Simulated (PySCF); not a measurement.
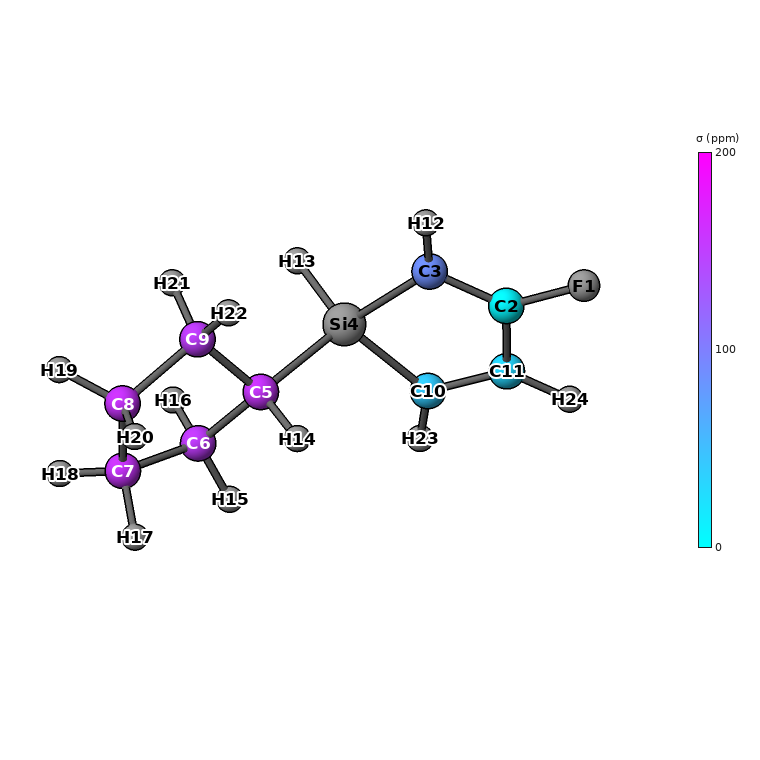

Atoms are coloured by their isotropic NMR shieldings (C only, the others grey). The computed structure is the end point of a PBE0-D3(BJ)/def2-SVP optimisation. No frequency run is at hand to confirm it as a minimum. Method: GIAO PBE0/pcSseg-1 NMR shielding, non-relativistic, IEF-PCM methanol (PySCF 2.14.0).

List the isotropic NMR shieldings of the C atoms.

```tsv
atom	σ (ppm)
C2	5.5
C3	87.0
C5	157.8
C6	151.7
C7	158.1
C8	158.0
C9	151.3
C10	40.3
C11	31.8
```
